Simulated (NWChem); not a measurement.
**singlet C2H6B− at 6 levels**

We compute a comparison of 6 runs (HF/6-311+G**, PBE/6-311+G**, B3LYP/6-311+G**, PBE0/6-311+G**, SVWN5/6-311+G**, MP2/6-311+G**) of singlet C2H6B−. 

Program for the calculation: NWChem 7.3.0.

### 1 Starting point

The species is C2H6B− (9 atoms), meant as a singlet with charge -1. SMILES of the parent species: `[CH2]BC`. The shape is that of a PBE0-D4/def2-TZVP optimisation. This is one conformer, not always the lowest. That shape belongs to the parent species and isn't relaxed for this state.

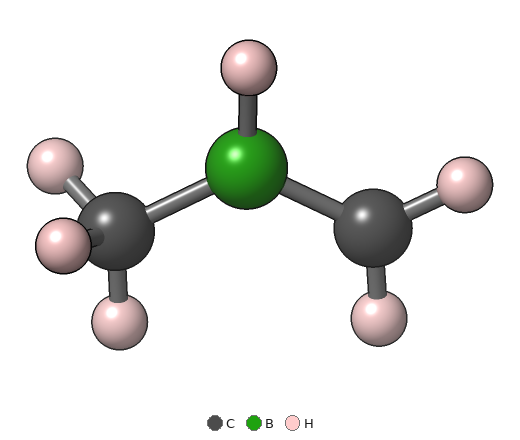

The structure, seen from a chosen angle (carbon dark grey, boron green, hydrogen pink).

### 2 A single-point energy at HF/6-311+G(d,p) (run 1)

Contents of c2h6b.nw:

```
start c2h6b
title "C2H6B energy"
memory 2200 mb
charge -1
geometry units au noautosym nocenter noautoz
 C   -1.58755892   1.40463343  -1.93413469
 B    0.36244947   1.02196389   0.16837460
 C    0.99210622  -1.62535344   1.30731253
 H   -2.65808877  -0.14815453  -2.75484274
 H   -2.03051072   3.24069133  -2.74123672
 H    1.45338836   2.84706138   0.96942950
 H   -0.06897500  -3.20365270   0.50550174
 H    3.01619187  -2.02049517   1.08923814
 H    0.68823825  -1.60475543   3.35823230
end
basis spherical bse
 * library 6-311+G**
end
scf
 thresh 1e-08
 maxiter 80
 noprint "final vectors analysis"
end
task scf
```

Command:

```sh
$ nwchem c2h6b.nw > c2h6b.out
```

Log:

```text
[...]
  functions       =   102
[...]
  wavefunction    = RHF
[...]
         Total SCF energy =   -103.900718715606
      One-electron energy =   -263.717028843834
      Two-electron energy =     99.155463715032
 Nuclear repulsion energy =     60.660846413196
        Time for solution =     11.7s
[...]
```

It took 13 s on 1 thread of AMD EPYC 9R45 (Zen 5), shared host; peak memory 0.1 GiB.

### 3 The energy at PBE/6-311+G(d,p) (run 2)

Contents of run.py:

```python
from ase import Atoms
from ase.calculators.nwchem import NWChem

molecule = Atoms('CBCHHHHHH', positions=[
    [-0.840100, 0.743300, -1.023500],
    [0.191800, 0.540800, 0.089100],
    [0.525000, -0.860100, 0.691800],
    [-1.406600, -0.078400, -1.457800],
    [-1.074500, 1.714900, -1.450600],
    [0.769100, 1.506600, 0.513000],
    [-0.036500, -1.695300, 0.267500],
    [1.596100, -1.069200, 0.576400],
    [0.364200, -0.849200, 1.777100],
])

calc = NWChem(
    label='test',
    theory='dft',
    memory='2200 mb',
    basis='6-311+G**',
    basispar='spherical bse',
    charge=-1,
    dft={'xc': 'xpbe96 cpbe96', 'mult': '1', 'grid': 'fine', 'convergence': 'energy 1e-08', 'iterations': '100', 'mulliken': None, 'print': 'low'},
    task='energy',
)
molecule.calc = calc

print(f"energy = {molecule.get_potential_energy():.6f} eV")
```

Command:

```sh
$ export ASE_NWCHEM_COMMAND="nwchem PREFIX.nwi > PREFIX.nwo"
$ python run.py
```

Log:

```text
energy = -2844.441426 eV
```

The calculator wrote test.nwi:

```
title "test"

permanent_dir test

scratch_dir test

start test

geometry units angstrom nocenter noautosym noautoz
  C  -8.4009999999999996e-01 7.4329999999999996e-01 -1.0235000000000001e+00
  B  1.9180000000000000e-01 5.4079999999999995e-01 8.9099999999999999e-02
  C  5.2500000000000002e-01 -8.6009999999999998e-01 6.9179999999999997e-01
  H  -1.4066000000000001e+00 -7.8399999999999997e-02 -1.4578000000000000e+00
  H  -1.0745000000000000e+00 1.7149000000000001e+00 -1.4505999999999999e+00
  H  7.6910000000000001e-01 1.5065999999999999e+00 5.1300000000000001e-01
  H  -3.6499999999999998e-02 -1.6953000000000000e+00 2.6750000000000002e-01
  H  1.5961000000000001e+00 -1.0691999999999999e+00 5.7640000000000002e-01
  H  3.6420000000000002e-01 -8.4919999999999995e-01 1.7770999999999999e+00
end

charge -1

memory 2200 mb

basis spherical bse noprint
   * library 6-311+G**
end

dft
  xc xpbe96 cpbe96
  mult 1
  grid fine
  convergence energy 1e-08
  iterations 100
  mulliken
  print low
end

task dft energy
```

test.nwo:

```text
Northwest Computational Chemistry Package (NWChem) 7.3.0
             --------------------------------------------------------

           Job information
           ---------------

    nwchem branch   = 7.3.0
    use scalapack   = T
    input           = test.nwi
    prefix          = test.
    data base       = test/test.db
    status          = startup
    nproc           =        1

           Memory information
           ------------------

    heap     =     72089600 doubles =      550.0 Mbytes
    stack    =     72089597 doubles =      550.0 Mbytes
    global   =    144179200 doubles =     1100.0 Mbytes (distinct from heap & stack)
    total    =    288358397 doubles =     2200.0 Mbytes
    verify   = yes
    hardfail = no

[... 37 lines left out ...]
            Nuclear Dipole moment (a.u.)
[... 77 lines left out ...]
   convergence    iter        energy       DeltaE   RMS-Dens  Diis-err    time
[... 14 lines left out ...]
         Total DFT energy =     -104.531295220344
      One electron energy =     -264.035278638905
           Coulomb energy =      115.989406441725
    Exchange-Corr. energy =      -17.146273833002
 Nuclear repulsion energy =       60.660850809838
[... 17 lines left out ...]
     -------------------------------------------
      Total Density - Lowdin Population Analysis
     -------------------------------------------

    Atom       Charge   Shell Charges
 -----------   ------   -------------------------------------------------------
    1 C    6     6.48   1.05  0.92  0.59  0.51  1.35  0.34  1.20  0.08  0.38  0.05
    2 B    5     5.42   1.07  0.90  0.47  0.41  1.13  0.24  0.74  0.07  0.17  0.21
    3 C    6     6.26   1.05  0.92  0.62  0.47  1.42  0.30  1.10  0.07  0.23  0.07
[... 5 lines of this table left out ...]
    9 H    1     0.96   0.27  0.44  0.18  0.07

 Task  times  cpu:       14.4s     wall:       14.4s
 Total times  cpu:       14.4s     wall:       14.4s
```

Run time: 15 s. Hardware: 1 thread of AMD EPYC 9R45 (Zen 5), shared host; peak memory 0.12 GiB.

Runs 3 to 5 aren't shown in full; the table further down has their settings and results.

### 4 A single-point energy at MP2/6-311+G(d,p) (run 6)

Contents of a.nw:

```
echo
start a
memory total 2200 mb
charge -1

geometry units angstrom noautosym nocenter noautoz
C    -0.840100    0.743300   -1.023500
B     0.191800    0.540800    0.089100
C     0.525000   -0.860100    0.691800
H    -1.406600   -0.078400   -1.457800
H    -1.074500    1.714900   -1.450600
H     0.769100    1.506600    0.513000
H    -0.036500   -1.695300    0.267500
H     1.596100   -1.069200    0.576400
H     0.364200   -0.849200    1.777100
end

basis "ao basis" spherical bse
* library 6-311+G**
end

scf
thresh 1e-08
maxiter 80
print medium
end

mp2
freeze core 3
tight
end

task mp2 energy
```

Command:

```sh
$ nwchem a.nw > a.out
```

Log:

```text
[...]
  functions       =   102
[...]
  wavefunction    = RHF
[...]
         Total SCF energy =   -103.900718718087
      One-electron energy =   -263.717037753037
      Two-electron energy =     99.155468225112
 Nuclear repulsion energy =     60.660850809838
        Time for solution =     11.5s
[...]
          Total MP2 energy          -104.319884613256
[...]
```

Run time: 14 s. Hardware: 1 thread of AMD EPYC 9R45 (Zen 5), shared host; peak memory 0.26 GiB.

### 5 All runs side by side

```
run            level  iteration cap  module  energy (Eh)  wall time
  1     HF/6-311+G**             80     scf  -103.900719       13 s
  2    PBE/6-311+G**            100     dft  -104.531295       15 s
  3  B3LYP/6-311+G**            100     dft  -104.709420       14 s
  4   PBE0/6-311+G**            100     dft  -104.551439       11 s
  5  SVWN5/6-311+G**            100     dft  -103.636523       11 s
  6    MP2/6-311+G**             80     mp2  -104.319885       14 s
```

### 6 Summary of results

| quantity | value |
| --- | --- |
| run 6: total energy | -104.31988 Eh |
| run 6: HOMO energy (Hartree–Fock orbitals) | -1.47 eV |
| run 6: LUMO energy (Hartree–Fock orbitals) | 4.78 eV |
| run 6: HOMO–LUMO gap (to an unbound level, set by the basis) | 6.26 eV |
| run 6: correlation energy (3 core orbitals frozen) | -419.2 mEh |

What this shows: Over runs 3, 4, 5 the HOMO–LUMO gap runs from 2.18 eV (SVWN5/6-311+G**) to 3.30 eV (PBE0/6-311+G**). The empty levels of an anion lie above zero and hang on the basis. Totals of different functionals can't be ranked against each other. In runs 3, 4, 5 the HOMO lies above zero, so the outermost electron may be held by the basis alone. All runs together took 78 s, the longest 15 s.
